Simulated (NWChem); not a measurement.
## Energy and gradient calculation, with input and output: C3H6B (charge −1) (part 2 of 2)

C3H6B, charge −1, SMILES [BH3-]C1C=C1; HF/3-21G, RHF (NWChem 7.3.0). The geometry comes from this level: GFN2-xTB.

Geometry of the input (Å):
```
B  -1.0768  0.6729  -0.5275
C  -0.1129  -0.5141  0.0326
C  0.9263  -0.3212  1.1187
C  1.3990  -0.5063  -0.0760
H  -1.3874  0.4382  -1.6937
H  -2.1031  0.7251  0.1474
H  -0.4993  1.7552  -0.4709
H  -0.5463  -1.5346  0.0178
H  1.1359  -0.1453  2.1536
H  2.2647  -0.5699  -0.7019
```

What the program printed, continued:
```
 Vector    6  Occ=2.000000D+00  E=-6.198090D-01
              MO Center=  4.8D-01, -4.9D-01,  2.6D-01, r^2= 2.4D+00
   Bfn.  Coefficient  Atom+Function         Bfn.  Coefficient  Atom+Function
  ----- ------------  ---------------      ----- ------------  ---------------
    15      0.530625   2 C  s                33     -0.253666   4 C  s
    24     -0.252303   3 C  s                10     -0.155618   2 C  s

 Vector    7  Occ=2.000000D+00  E=-5.813635D-01
              MO Center=  1.3D+00, -4.0D-01,  5.9D-01, r^2= 2.2D+00
   Bfn.  Coefficient  Atom+Function         Bfn.  Coefficient  Atom+Function
  ----- ------------  ---------------      ----- ------------  ---------------
    24      0.418411   3 C  s                33     -0.417436   4 C  s
    45      0.189452   9 H  s                47     -0.188958  10 H  s

 Vector    8  Occ=2.000000D+00  E=-4.981097D-01
              MO Center=  6.6D-01, -2.6D-01,  3.0D-01, r^2= 3.3D+00
   Bfn.  Coefficient  Atom+Function         Bfn.  Coefficient  Atom+Function
  ----- ------------  ---------------      ----- ------------  ---------------
    23      0.257810   3 C  pz               15      0.220248   2 C  s
    30      0.190626   4 C  px               32     -0.179864   4 C  pz
    27      0.178549   3 C  pz               12     -0.160043   2 C  px
    45      0.157711   9 H  s                47      0.157900  10 H  s
     6      0.155015   1 B  s

 Vector    9  Occ=2.000000D+00  E=-4.333851D-01
              MO Center= -4.3D-01,  5.4D-04, -1.7D-01, r^2= 2.9D+00
   Bfn.  Coefficient  Atom+Function         Bfn.  Coefficient  Atom+Function
  ----- ------------  ---------------      ----- ------------  ---------------
     6      0.231342   1 B  s                13      0.228964   2 C  py
    17      0.192624   2 C  py               43     -0.159453   8 H  s
    15     -0.151680   2 C  s

 Vector   10  Occ=2.000000D+00  E=-3.293667D-01
              MO Center=  2.3D-01, -2.5D-01,  1.3D-01, r^2= 3.0D+00
   Bfn.  Coefficient  Atom+Function         Bfn.  Coefficient  Atom+Function
  ----- ------------  ---------------      ----- ------------  ---------------
    32      0.241671   4 C  pz               15     -0.218533   2 C  s
    21      0.209731   3 C  px                6      0.188222   1 B  s
    13     -0.186973   2 C  py               36      0.178520   4 C  pz
    17     -0.171915   2 C  py               25      0.153044   3 C  px

 Vector   11  Occ=2.000000D+00  E=-2.494988D-01
              MO Center=  2.0D-01, -9.6D-02,  2.1D-02, r^2= 3.0D+00
   Bfn.  Coefficient  Atom+Function         Bfn.  Coefficient  Atom+Function
  ----- ------------  ---------------      ----- ------------  ---------------
    12      0.232148   2 C  px               16      0.218090   2 C  px
    15     -0.191350   2 C  s                31     -0.187227   4 C  py
    35     -0.185616   4 C  py               21     -0.156841   3 C  px
     6      0.154397   1 B  s                32     -0.150344   4 C  pz

 Vector   12  Occ=2.000000D+00  E=-2.483340D-01
              MO Center= -1.7D-02, -1.6D-01,  9.1D-02, r^2= 2.9D+00
   Bfn.  Coefficient  Atom+Function         Bfn.  Coefficient  Atom+Function
  ----- ------------  ---------------      ----- ------------  ---------------
    14      0.278294   2 C  pz               24      0.277053   3 C  s
    33     -0.277291   4 C  s                34      0.261786   4 C  px
    18      0.227056   2 C  pz               25     -0.212658   3 C  px
    21     -0.201656   3 C  px               27     -0.195397   3 C  pz
    30      0.172548   4 C  px               40      0.167255   6 H  s

 Vector   13  Occ=2.000000D+00  E=-1.745714D-01
              MO Center= -8.8D-01,  1.0D+00, -5.1D-01, r^2= 2.1D+00
   Bfn.  Coefficient  Atom+Function         Bfn.  Coefficient  Atom+Function
  ----- ------------  ---------------      ----- ------------  ---------------
    42      0.396013   7 H  s                41      0.239486   7 H  s
     4      0.206142   1 B  py                3      0.203581   1 B  px
    38     -0.197288   5 H  s                40     -0.191847   6 H  s

 Vector   14  Occ=2.000000D+00  E=-1.570225D-01
              MO Center= -9.3D-01,  3.2D-01, -4.1D-01, r^2= 3.3D+00
   Bfn.  Coefficient  Atom+Function         Bfn.  Coefficient  Atom+Function
  ----- ------------  ---------------      ----- ------------  ---------------
    40     -0.323159   6 H  s                38      0.321379   5 H  s
    24      0.268422   3 C  s                33     -0.268732   4 C  s
     5     -0.233444   1 B  pz               34      0.220596   4 C  px
    39     -0.185369   6 H  s                37      0.184284   5 H  s
    25     -0.154076   3 C  px               27     -0.154070   3 C  pz

 Vector   15  Occ=2.000000D+00  E=-1.275256D-01
              MO Center=  3.3D-01, -2.8D-01,  1.7D-01, r^2= 2.8D+00
   Bfn.  Coefficient  Atom+Function         Bfn.  Coefficient  Atom+Function
  ----- ------------  ---------------      ----- ------------  ---------------
    26      0.320835   3 C  py               35      0.315787   4 C  py
    17     -0.266730   2 C  py               22      0.244200   3 C  py
    31      0.239645   4 C  py               13     -0.219566   2 C  py
    44      0.214264   8 H  s                15     -0.210802   2 C  s

 Vector   16  Occ=0.000000D+00  E= 3.582127D-01
              MO Center=  1.1D+00, -3.8D-01,  4.9D-01, r^2= 2.2D+00
   Bfn.  Coefficient  Atom+Function         Bfn.  Coefficient  Atom+Function
  ----- ------------  ---------------      ----- ------------  ---------------
    35     -0.739216   4 C  py               26      0.727698   3 C  py
    22      0.294693   3 C  py               31     -0.294570   4 C  py
     9      0.231099   1 B  pz               38      0.201987   5 H  s
    40     -0.200856   6 H  s                27     -0.165573   3 C  pz

 Vector   17  Occ=0.000000D+00  E= 4.587608D-01
              MO Center=  1.6D+00, -3.5D-01,  7.0D-01, r^2= 4.9D+00
   Bfn.  Coefficient  Atom+Function         Bfn.  Coefficient  Atom+Function
  ----- ------------  ---------------      ----- ------------  ---------------
    46      1.420789   9 H  s                48      1.387557  10 H  s
    24     -1.174948   3 C  s                33     -1.159360   4 C  s
    27     -0.724055   3 C  pz               36      0.540837   4 C  pz
    15      0.483482   2 C  s                34     -0.452425   4 C  px
    44     -0.301687   8 H  s                 8      0.209649   1 B  py

 Vector   18  Occ=0.000000D+00  E= 4.683730D-01
              MO Center=  1.4D+00, -3.2D-01,  5.9D-01, r^2= 5.1D+00
   Bfn.  Coefficient  Atom+Function         Bfn.  Coefficient  Atom+Function
  ----- ------------  ---------------      ----- ------------  ---------------
    48     -1.478703  10 H  s                46      1.451251   9 H  s
    27     -0.930798   3 C  pz               33      0.757418   4 C  s
    24     -0.732668   3 C  s                34      0.684406   4 C  px
    36     -0.686522   4 C  pz               18      0.292877   2 C  pz
    40     -0.265310   6 H  s                38      0.261218   5 H  s

 Vector   19  Occ=0.000000D+00  E= 5.087720D-01
              MO Center= -5.5D-01, -9.2D-01, -8.5D-02, r^2= 4.3D+00
   Bfn.  Coefficient  Atom+Function         Bfn.  Coefficient  Atom+Function
  ----- ------------  ---------------      ----- ------------  ---------------
    15      2.044086   2 C  s                44     -1.529752   8 H  s
     8      0.807761   1 B  py               17     -0.663310   2 C  py
    48     -0.491435  10 H  s                46     -0.474160   9 H  s
    42     -0.427841   7 H  s                34      0.379488   4 C  px
    16     -0.302558   2 C  px               27      0.302262   3 C  pz

 Vector   20  Occ=0.000000D+00  E= 5.511693D-01
              MO Center=  6.7D-01, -3.7D-01,  3.1D-01, r^2= 3.6D+00
   Bfn.  Coefficient  Atom+Function         Bfn.  Coefficient  Atom+Function
  ----- ------------  ---------------      ----- ------------  ---------------
    25      1.047646   3 C  px               34     -0.980424   4 C  px
    18      0.802486   2 C  pz               48      0.659888  10 H  s
    46     -0.643861   9 H  s                36     -0.504307   4 C  pz
    24      0.373606   3 C  s                33     -0.363872   4 C  s
    40     -0.345628   6 H  s                16     -0.329260   2 C  px

 Vector   21  Occ=0.000000D+00  E= 5.579102D-01
              MO Center= -8.3D-01,  1.5D-01, -3.4D-01, r^2= 4.6D+00
   Bfn.  Coefficient  Atom+Function         Bfn.  Coefficient  Atom+Function
  ----- ------------  ---------------      ----- ------------  ---------------
    44      1.301948   8 H  s                 8      1.259122   1 B  py
    17      1.148460   2 C  py               42     -1.015266   7 H  s
    15      0.636085   2 C  s                 7     -0.521963   1 B  px
     9     -0.390233   1 B  pz               16      0.290150   2 C  px
    34      0.271491   4 C  px               27      0.251319   3 C  pz

 Vector   22  Occ=0.000000D+00  E= 5.643209D-01
              MO Center= -1.1D+00,  6.1D-01, -5.3D-01, r^2= 3.6D+00
   Bfn.  Coefficient  Atom+Function         Bfn.  Coefficient  Atom+Function
  ----- ------------  ---------------      ----- ------------  ---------------
     7      1.751356   1 B  px               42     -1.265322   7 H  s
    38      1.047381   5 H  s                40      1.027319   6 H  s
    17     -0.607909   2 C  py                9      0.601142   1 B  pz
     8      0.568516   1 B  py               44     -0.270707   8 H  s
    16      0.267561   2 C  px               33     -0.251375   4 C  s

 Vector   23  Occ=0.000000D+00  E= 5.946493D-01
              MO Center= -6.7D-01,  7.1D-01, -3.8D-01, r^2= 4.1D+00
   Bfn.  Coefficient  Atom+Function         Bfn.  Coefficient  Atom+Function
  ----- ------------  ---------------      ----- ------------  ---------------
     9      1.871997   1 B  pz               38      1.457297   5 H  s
    40     -1.457731   6 H  s                 7     -0.730040   1 B  px
    18     -0.639083   2 C  pz               36      0.560662   4 C  pz
    27      0.501987   3 C  pz               25     -0.359882   3 C  px
     8      0.290420   1 B  py               46     -0.285727   9 H  s

 Vector   24  Occ=0.000000D+00  E= 6.534675D-01
              MO Center=  1.4D-01, -6.6D-03,  5.7D-02, r^2= 4.8D+00
   Bfn.  Coefficient  Atom+Function         Bfn.  Coefficient  Atom+Function
  ----- ------------  ---------------      ----- ------------  ---------------
    15      1.915021   2 C  s                16      1.786759   2 C  px
    42      1.378168   7 H  s                 8     -1.233882   1 B  py
    34      1.171457   4 C  px                6     -1.028197   1 B  s
    25      0.883930   3 C  px               24     -0.764058   3 C  s
    27      0.759217   3 C  pz               33     -0.758464   4 C  s

 Vector   25  Occ=0.000000D+00  E= 7.001384D-01
              MO Center= -1.2D+00,  7.8D-01, -5.9D-01, r^2= 3.9D+00
   Bfn.  Coefficient  Atom+Function         Bfn.  Coefficient  Atom+Function
  ----- ------------  ---------------      ----- ------------  ---------------
     6      3.858531   1 B  s                38     -1.546540   5 H  s
    40     -1.545166   6 H  s                16      1.233875   2 C  px
    42     -1.103662   7 H  s                17     -0.691674   2 C  py
     8     -0.684951   1 B  py               18      0.594099   2 C  pz
    34      0.491162   4 C  px               24     -0.449666   3 C  s

 center of mass
 --------------
 x =   0.48258048 y =  -0.28555618 z =   0.23304617

 moments of inertia (a.u.)
 ------------------
         155.249404476819          74.840276240621         -67.290597103515
          74.840276240621         293.978480256114          29.937247962158
         -67.290597103515          29.937247962158         265.924212822531

  Mulliken analysis of the total density
  --------------------------------------

    Atom       Charge   Shell Charges
 -----------   ------   -------------------------------------------------------
    1 B    5     4.93   1.99  0.34  1.29  0.57  0.73
    2 C    6     6.34   1.99  0.35  1.53  1.14  1.33
    3 C    6     6.31   1.99  0.39  1.60  0.93  1.41
    4 C    6     6.31   1.99  0.39  1.60  0.93  1.41
    5 H    1     1.18   0.45  0.74
    6 H    1     1.18   0.45  0.74
    7 H    1     1.18   0.45  0.73
    8 H    1     0.90   0.48  0.42
    9 H    1     0.84   0.47  0.37
   10 H    1     0.84   0.47  0.37

       Multipole analysis of the density wrt the origin
       ------------------------------------------------

     L   x y z        total         open         nuclear
     -   - - -        -----         ----         -------
     0   0 0 0     -1.000000      0.000000     29.000000

     1   1 0 0      1.681883      0.000000     12.764268
     1   0 1 0     -1.031167      0.000000     -7.590084
     1   0 0 1      0.822238      0.000000      6.171921

     2   2 0 0    -28.325000      0.000000    128.839968
     2   1 1 0      2.997422      0.000000    -46.194857
     2   1 0 1     -2.599778      0.000000     41.135833
     2   0 2 0    -26.471098      0.000000     44.659682
     2   0 1 1      1.712211      0.000000    -18.577973
     2   0 0 2    -24.173738      0.000000     61.367901

                              NWChem Gradients Module
                              -----------------------

                                       C3H6B

  wavefunction    =   RHF

                         RHF ENERGY GRADIENTS

    atom               coordinates                        gradient
                 x          y          z           x          y          z
   1 B      -2.034800   1.271578  -0.996906   -0.000580  -0.000610  -0.000086
   2 C      -0.213331  -0.971546   0.061511    0.028365   0.014528   0.008878
   3 C       1.750359  -0.606999   2.114093   -0.021477   0.003963   0.000084
   4 C       2.643670  -0.956730  -0.143695   -0.015156  -0.000659  -0.015299
   5 H      -2.621881   0.828040  -3.200553    0.001833   0.000508   0.005298
   6 H      -3.974339   1.370165   0.278508    0.004905  -0.000655  -0.002620
   7 H      -0.943540   3.316847  -0.889929   -0.001689  -0.003436  -0.000092
   8 H      -1.032301  -2.899879   0.033637   -0.003035  -0.009693   0.000285
   9 H       2.146502  -0.274502   4.069695    0.001562  -0.001690   0.006627
  10 H       4.279644  -1.076993  -1.326361    0.005272  -0.002256  -0.003076

                 ----------------------------------------
                 |  Time  |  1-e(secs)   |  2-e(secs)   |
                 ----------------------------------------
                 |  CPU   |       0.00   |       0.24   |
                 ----------------------------------------
                 |  WALL  |       0.00   |       0.24   |
                 ----------------------------------------

 Task  times  cpu:        2.7s     wall:        2.7s
 Total times  cpu:        2.7s     wall:        2.7s
```

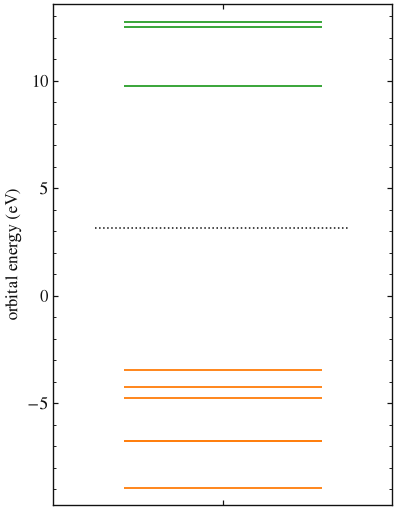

*Orbital energies near the frontier; the dotted line parts filled from empty levels, and levels within 0.02 eV of each other stand side by side.*

Highest filled −3.47 eV, lowest empty 9.75 eV, 13.22 eV apart.
